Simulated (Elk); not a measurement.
## How the functional moves the magnetism of Cr: set 1 (LDA (Perdew-Wang)), start antiferro +-

Elk 11.2.3 (patched build); LDA (Perdew-Wang); all-electron APW+lo, Dirac cores, scalar-relativistic bands.

The second start gives the energy difference between the two end states, the quantity that is followed from set to set.

Contents of elk.in:

```
tasks
  0

xctype
  3

rgkmax
  7.0

nempty
  14

swidth
  0.005

reducebf
  0.5

epsengy
  1e-05

maxscl
  100

lmaxi
  2

spinpol
  .true.

sppath
  './'

avec
  5.61040667272 0.00000000000 0.00000000000
  0.00000000000 5.61040667272 0.00000000000
  0.00000000000 0.00000000000 5.61040667272

atoms
  1
  'Cr.in'
  2
  0.0000000000 0.0000000000 0.0000000000   0.000000 0.000000 -0.125000
  0.5000000000 0.5000000000 0.5000000000   0.000000 0.000000 0.125000

ngridk
  8 8 8
```

Command:

```console
> OMP_NUM_THREADS=2 elk
```

**Question.** What does this run give for the spin moment in the muffin-tin sphere?

Opposed moments of equal size cancel, so the cell has no net moment. Symmetry leaves 1 kind of site among the 2 atoms, and equivalent atoms carry values of equal size.

Spin moment in the muffin-tin sphere by atom:

| atom | spin moment in the muffin-tin sphere (μB) |
| --- | --- |
| Cr1 | 1.13 |
| Cr2 | -1.13 |

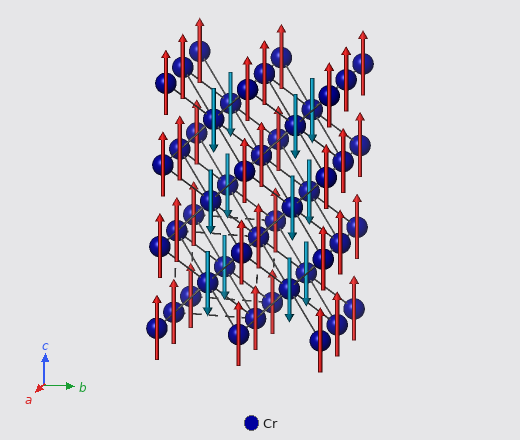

Spin moment in the muffin-tin sphere as arrows, the longest 1.13 μB. Up and down stand for the sign. Arrows give size and sign along the axis of quantisation, drawn up and down the page. The two directions have two colours. 2×2×3 cells are drawn. Some periodic images of atoms are drawn too.

This step gave:

```
magnetization : 0 μB
final state   : antiferromagnetic
```

[Logs and program files are shortened in this print: banners, set-up blocks, solver, clock and traceback lines can be left out without a mark of their own.]

[Logs are printed without paths, hosts, clocks, repeated set-up lines and the standing remarks that a program may print on its own settings, such as how far it seeks lower states.]

[Hosts, paths, dates, database ids (printed as entryN), source tags and the programs' standing remarks are cut or masked in the printed files.]

[Where a cell is said to come from a database of computed structures, the database is the Materials Project.]
